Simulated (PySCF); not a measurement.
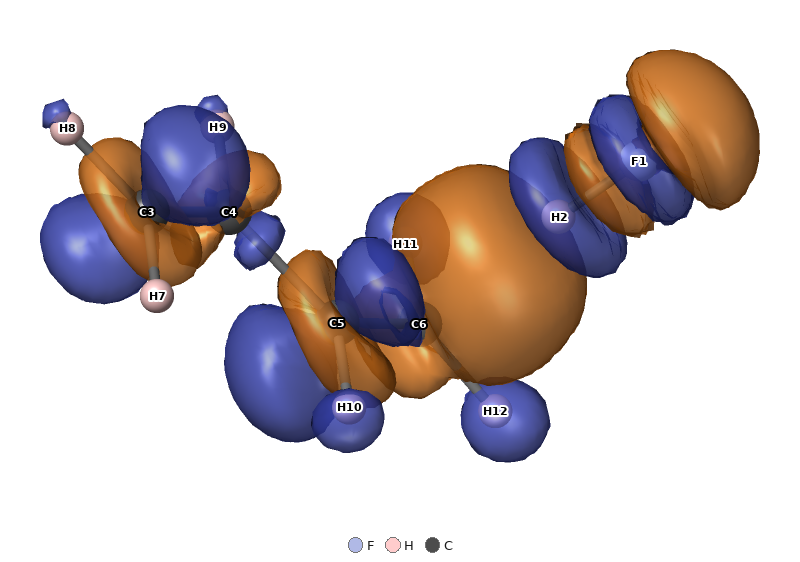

Figure 1: C4H7F, SMILES `F.C=CC=C`. Density of the complex less the densities of the two fragments at the same geometry, ±0.005 e/Å³ (orange: gain, blue: loss). Fragment A: HF (atoms 1–2); fragment B: H6C4.

Method: r2SCAN/aug-cc-pVDZ; geometry: GFN2-xTB; program: PySCF.

Geometry (Å), atoms numbered from 1:

```
F1      -2.3678    1.0308   -0.0296
H2      -1.7624    0.2913   -0.0100
C3       2.3406    0.6122   -0.1161
C4       1.2691    0.0260    0.4074
C5       0.2694   -0.6530   -0.3859
C6      -0.8085   -1.2500    0.1320
H7       2.5188    0.6155   -1.1791
H8       3.0749    1.1076    0.4949
H9       1.1067    0.0347    1.4773
H10      0.4257   -0.6486   -1.4572
H11     -0.9630   -1.3030    1.1997
H12     -1.5139   -1.7857   -0.4833
```

How is the density rearranged on binding?

Answer. Hirshfeld charges show 0.050 e passing from B to A. By Hirshfeld charges, electrons gather most on F1 (−0.036 e) and leave C3 most (+0.022 e); 0.16 e is displaced in all, which induces a dipole of 1.41 D.

What is the interaction energy, and which contacts carry it?

Answer. The counterpoise-corrected interaction energy of the frozen fragments is −4.7 kcal/mol without dispersion correction and −5.0 kcal/mol with D3(BJ). The pair geometry is semi-empirical, not a minimum at this level. Contacts: H2···C6, F–H···C contact, 1.82 Å, ρ = 0.038 a.u. The pose is a local one from a semi-empirical search, not shown to be the most stable.
